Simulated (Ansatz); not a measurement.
# CH7ClOSiSn: small, medium and large basis sets

How large a basis does CH7ClOSiSn need? Two functionals are run in growing sets.

Method: one geometry, several basis sets; program: Ansatz 0.2.0, Gaussian basis.

Levels to be run: PBE0-D4/def2-SVP; ωB97M-V/def2-SVP; PBE0-D4/def2-QZVPP; ωB97M-V/def2-QZVPP; the functionals' def2-TZVPP values are taken from earlier runs.

## (1) The geometry

An earlier PBE0-D4 in a triple-zeta def2 set relaxation fixed the geometry. Sn takes the def2 core potential; no spin-orbit term is included.

SMILES `[CH3][SnH]([Cl])[O][SiH3]`, 12 atoms, charge 0, spin multiplicity 1.

Atoms are counted from 1 here; the program's logs count them from 0.

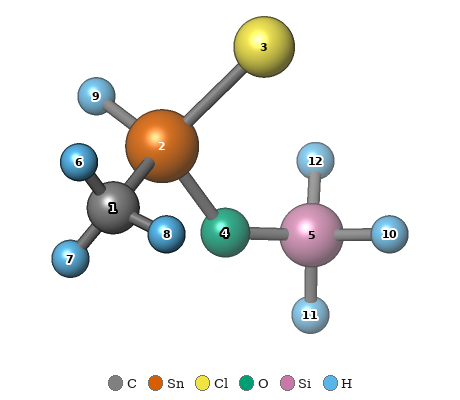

The geometry (carbon grey, tin orange, chlorine yellow, oxygen teal, silicon pink, hydrogen blue); atoms are numbered from 1 in the order of the file.

## (2) PBE0-D4 in def2-SVP

in.yaml reads:

```yaml
crystal:
  periodic: [false, false, false]
  atoms:
    - {symbol: C, position_ang: [-2.047317, 1.246055, -0.329900]}
    - {symbol: Sn, position_ang: [-0.078602, 0.659019, -0.826381]}
    - {symbol: Cl, position_ang: [1.421924, 2.190478, 0.091917]}
    - {symbol: O, position_ang: [0.247652, -1.009339, 0.130435]}
    - {symbol: Si, position_ang: [1.525114, -1.720081, 0.860815]}
    - {symbol: H, position_ang: [-2.282905, 2.198472, -0.803286]}
    - {symbol: H, position_ang: [-2.748823, 0.482372, -0.665173]}
    - {symbol: H, position_ang: [-2.106975, 1.349242, 0.752844]}
    - {symbol: H, position_ang: [0.381640, 0.419385, -2.446561]}
    - {symbol: H, position_ang: [1.789544, -1.118679, 2.195825]}
    - {symbol: H, position_ang: [1.215110, -3.163341, 1.036040]}
    - {symbol: H, position_ang: [2.760637, -1.588884, 0.037423]}
basis:
  gaussian: {orbitals: def2-SVP}
hamiltonian: {xc: pbe0, dispersion: d4}
output: {orbitals: {seedname: orbitals}}
```

The run is started by

```
ansatz run in.yaml --threads 2 --pin off --events-out ev --progress --plain --max-ram 32768MiB --backend cpu
```

Output:

```text
Functional definition: PBE0
  name "PBE0"
  cite "Adamo & Barone, J. Chem. Phys. 110, 6158 (1999) doi:10.1063/1.478522"
  cite "Perdew, Burke & Ernzerhof, Phys. Rev. Lett. 77, 3865 (1996) doi:10.1103/PhysRevLett.77.3865"
  parent pbe
  parameter a = 0.25
  parameter kappa = 0.804
  parameter beta = 0.06672455060314922
  exchange = (1 - a)*pbe_x(kappa = kappa, mu = beta*pi^2/3) + a*exact_x
  correlation = pbe_c(beta = beta)
1299 factors; integrals over basis functions are off by at most 1.2e-3 eV
mean field evaluation 1: about -29403.8640 eV, gradient 6.4e1 eV
mean field evaluation 2: about -29387.0777 eV, gradient 1.1e2 eV
mean field evaluation 4: about -29412.1649 eV, gradient 5.5e0 eV
mean field evaluation 8: about -29412.3632 eV, gradient 4.1e-1 eV
mean field evaluation 16: about -29412.3637 eV, gradient 8.5e-5 eV
mean field -29412.36369127 eV, -1080.8844292381 hartree, gradient 8.5e-5 eV, S^2 0.000000; 0 other end points of the search recorded, 0 dependent functions left out
reference -29412.36372562 eV, -1080.8844305005 hartree; 37, 37 occupied and 88, 88 virtual orbitals, 1299 factors
Total energy: -29412.62829993 eV, -1080.8941534267 hartree
```

Wall time 3.5 s (2 threads of AMD EPYC 7R13, shared host).

## (3) ωB97M-V in def2-SVP

in.yaml, as its differences from that of step 2:

```diff
@@ -17,3 +17,3 @@
   gaussian: {orbitals: def2-SVP}
-hamiltonian: {xc: pbe0, dispersion: d4}
+hamiltonian: {xc: {name: wB97M-V}}
 output: {orbitals: {seedname: orbitals}}
```

The command is unchanged.

Output, cut to the lines that bear on the results:

```text
Functional definition: wB97M-V
  name "wB97M-V"
  cite "Mardirossian & Head-Gordon, J. Chem. Phys. 144, 214110 (2016) doi:10.1063/1.4952647"
  cite "Becke, J. Chem. Phys. 107, 8554 (1997) doi:10.1063/1.475007"
  cite "Vydrov & Van Voorhis, J. Chem. Phys. 133, 244103 (2010) doi:10.1063/1.3521275"
  # Of w^i u^j: cxij and so on, Table III.
[...]
  gx(w, u) = 1 - cx + cx01*u + cx10*w
  gss(w, u) = css00 + css04*u^4 + css10*w + css20*w^2 + css43*w^4*u^3
  gos(w, u) = cos00 + cos10*w + (cos20 + cos21*u)*w^2 + (cos60 + cos61*u)*w^6
[...]
      + integral(e_c_pw_mod_opposite_spin*gos(b97_w_opposite, b97_u_opposite)) + vv10(b, c)
1299 factors; integrals over basis functions are off by at most 1.2e-3 eV
376 factors; integrals over basis functions are off by at most 8.0e-6 eV
[...]
mean field -29419.22562702 eV, -1081.1366007255 hartree, gradient 3.5e-5 eV, S^2 0.000000; 0 other end points of the search recorded, 0 dependent functions left out
reference -29419.22567981 eV, -1081.1366026657 hartree; 37, 37 occupied and 88, 88 virtual orbitals, 1299 factors
Total energy: -29419.22567981 eV, -1081.1366026657 hartree
```

It took 11 s on 2 threads of AMD EPYC 7R13, shared host.

## (4) PBE0-D4 in def2-QZVPP

in.yaml, as its differences from that of step 3:

```diff
@@ -16,4 +16,4 @@
 basis:
-  gaussian: {orbitals: def2-SVP}
-hamiltonian: {xc: {name: wB97M-V}}
+  gaussian: {orbitals: "def2-QZVPP.json"}
+hamiltonian: {xc: pbe0, dispersion: d4}
 output: {orbitals: {seedname: orbitals}}
```

The run is started by

```
ansatz run in.yaml --threads 2 --pin off --events-out ev --progress --plain --max-ram 32768MiB --backend cuda --devices 0, --max-vram 18GiB
```

Output:

```text
Functional definition: PBE0
  name "PBE0"
  cite "Adamo & Barone, J. Chem. Phys. 110, 6158 (1999) doi:10.1063/1.478522"
  cite "Perdew, Burke & Ernzerhof, Phys. Rev. Lett. 77, 3865 (1996) doi:10.1103/PhysRevLett.77.3865"
  parent pbe
  parameter a = 0.25
  parameter kappa = 0.804
  parameter beta = 0.06672455060314922
  exchange = (1 - a)*pbe_x(kappa = kappa, mu = beta*pi^2/3) + a*exact_x
  correlation = pbe_c(beta = beta)
2003 factors; their error is unknown
mean field evaluation 1: about -29413.3657 eV, gradient 7.7e1 eV
mean field evaluation 2: about -29388.7411 eV, gradient 1.3e2 eV
mean field evaluation 4: about -29424.4833 eV, gradient 8.4e0 eV
mean field evaluation 8: about -29424.7130 eV, gradient 3.3e-1 eV
mean field evaluation 16: about -29424.7131 eV, gradient 6.6e-5 eV
mean field -29424.71310362 eV, -1081.3382617713 hartree, gradient 6.6e-5 eV, S^2 0.000000; 0 other end points of the search recorded, 0 dependent functions left out
reference -29424.71315237 eV, -1081.3382635628 hartree; 37, 37 occupied and 509, 509 virtual orbitals, 2003 factors
Total energy: -29424.97772667 eV, -1081.3479864890 hartree
```

Run time: 12 s. Hardware: 1 × H100 (card shared with other runs) with 2 threads of AMD EPYC 7R13, shared host; peak host memory 1.1 GiB.

## (5) ωB97M-V in def2-QZVPP

in.yaml, as its differences from that of step 4:

```diff
@@ -17,3 +17,3 @@
   gaussian: {orbitals: "def2-QZVPP.json"}
-hamiltonian: {xc: pbe0, dispersion: d4}
+hamiltonian: {xc: {name: wB97M-V}}
 output: {orbitals: {seedname: orbitals}}
```

Launched as before.

Output, cut to the lines that bear on the results:

```text
Functional definition: wB97M-V
  name "wB97M-V"
  cite "Mardirossian & Head-Gordon, J. Chem. Phys. 144, 214110 (2016) doi:10.1063/1.4952647"
  cite "Becke, J. Chem. Phys. 107, 8554 (1997) doi:10.1063/1.475007"
  cite "Vydrov & Van Voorhis, J. Chem. Phys. 133, 244103 (2010) doi:10.1063/1.3521275"
  # Of w^i u^j: cxij and so on, Table III.
[...]
  gx(w, u) = 1 - cx + cx01*u + cx10*w
  gss(w, u) = css00 + css04*u^4 + css10*w + css20*w^2 + css43*w^4*u^3
  gos(w, u) = cos00 + cos10*w + (cos20 + cos21*u)*w^2 + (cos60 + cos61*u)*w^6
[...]
      + integral(e_c_pw_mod_opposite_spin*gos(b97_w_opposite, b97_u_opposite)) + vv10(b, c)
1950 factors; their error is unknown
450 factors; integrals over basis functions are off by at most 2.0e-5 eV
[...]
mean field -29431.67185802 eV, -1081.5939912786 hartree, gradient 2.1e-5 eV, S^2 0.000000; 0 other end points of the search recorded, 0 dependent functions left out
reference -29431.67193667 eV, -1081.5939941687 hartree; 37, 37 occupied and 509, 509 virtual orbitals, 1950 factors
Total energy: -29431.67193667 eV, -1081.5939941687 hartree
```

Wall time 18 s (1 × H100 (card shared with other runs) with 2 threads of AMD EPYC 7R13, shared host); peak host memory 1.2 GiB.

## (6) Density functionals: the series

The def2-TZVPP values come from earlier runs at the same geometry.

| functional | basis | functions | energy (eV) | from the largest (eV) | HOMO (eV) | LUMO (eV) |
| --- | --- | --- | --- | --- | --- | --- |
| PBE0-D4 | def2-SVP | 125 | -29412.6283 | 12.349 | -8.20 | -0.47 |
| PBE0-D4 | def2-TZVPP | 294 | -29424.0643 | 0.913 | -8.32 | -0.74 |
| PBE0-D4 | def2-QZVPP | 546 | -29424.9777 | 0.000 | -8.34 | -0.83 |
| ωB97M-V | def2-SVP | 125 | -29419.2257 | 12.446 | -10.43 | 1.59 |
| ωB97M-V | def2-TZVPP | 294 | -29430.8086 | 0.863 | -10.58 | 1.14 |
| ωB97M-V | def2-QZVPP | 546 | -29431.6719 | 0.000 | -10.61 | 0.88 |

## (7) Results

```
                                       quantity           value
PBE0-D4: double and triple zeta above quadruple  12.35, 0.91 eV
ωB97M-V: double and triple zeta above quadruple  12.45, 0.86 eV
```

**Reading.** For PBE0-D4 the step from double to triple zeta gains 11.44 eV and the next only 0.91 eV. Total energies overstate the basis error of differences, where much of it tends to cancel. The LUMO of ωB97M-V is positive and keeps falling with the basis (1.59 to 0.88 eV): an unbound level that the basis holds in place.
